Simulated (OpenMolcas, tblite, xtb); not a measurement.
# GaBH3ClO (SMILES O[B](Cl)[GaH2]): the dipole moment, rung by rung

GaBH3ClO has 7 atoms, charge 0, and is taken as a singlet. As SMILES, `O[B](Cl)[GaH2]`. Geometry: relaxed at PBE0-D4/def2-TZVP. This is one conformer, not always the lowest.

```xyz
7

O    -0.8455   -1.2291    0.9271
B    -0.0319   -0.6649    0.0179
Cl    0.8990   -1.7362   -1.0705
Ga    0.2024    1.4062   -0.1908
H    -0.8509   -2.1943    0.9059
H    -0.6913    2.2325   -1.1861
H     1.3180    2.1859    0.5965
```

Each level gives the dipole moment (D). The values are calculated.

```csv
level,kind,program,value (D),CPU time
GFN0-xTB,semi-empirical,xtb,2.76,under 2 s
IPEA1-xTB,semi-empirical,tblite,1.77,under 2 s
HF/6-31G* (spherical functions),Hartree–Fock,OpenMolcas,1.43,10 s
SVWN5/6-31G* (spherical functions),LDA,OpenMolcas,1.74,23 s
PBE/6-31G* (spherical functions),GGA,OpenMolcas,1.73,30 s
r2SCAN/6-31G* (spherical functions),meta-GGA,OpenMolcas,1.65,33 s
BHLYP/6-31G* (spherical functions),global hybrid,OpenMolcas,1.52,27 s
```

All-electron rows without a relativistic Hamiltonian named are non-relativistic. The values span 1.43 to 2.76 D. Magnitudes only. Times are those of the runs behind each value, whatever else they computed, on shared processors of several kinds: orders of magnitude only.

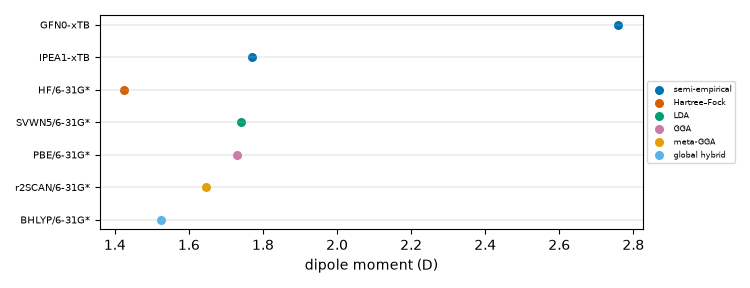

The values of the table, level by level.
